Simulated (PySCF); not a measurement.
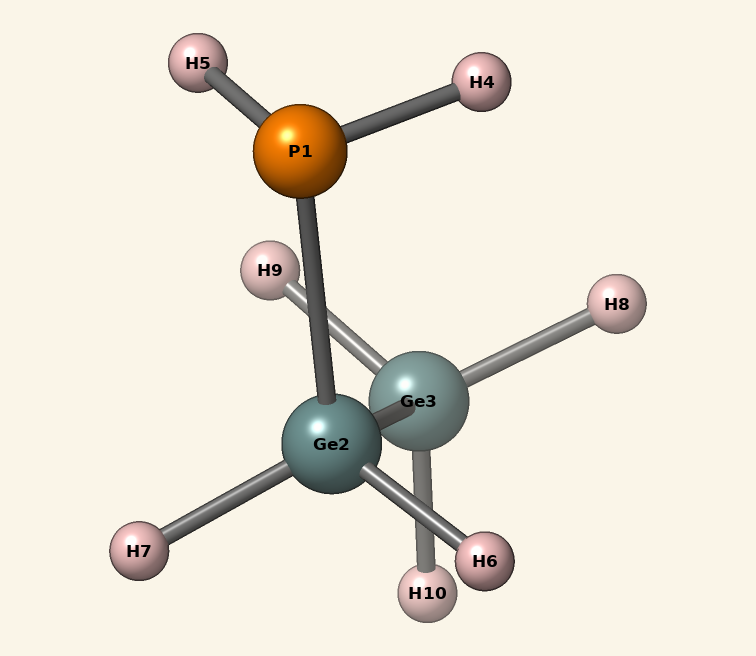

Ge3 lies behind Ge2. The molecule seen a little off the Ge2–Ge3 bond, Ge2 in front. Depth is shown by fading: the farther an atom, the more it takes the colour of the background. Computed geometry: PBE0-D3(BJ)/def2-SVP optimisation. No frequency run is at hand to confirm it as a minimum.

> What is the torsion angle P1–Ge2–Ge3–H8? The sign is positive where the front bond must turn clockwise to cover the back bond.

63°, synclinal (gauche). The bonds about Ge2–Ge3 are staggered.
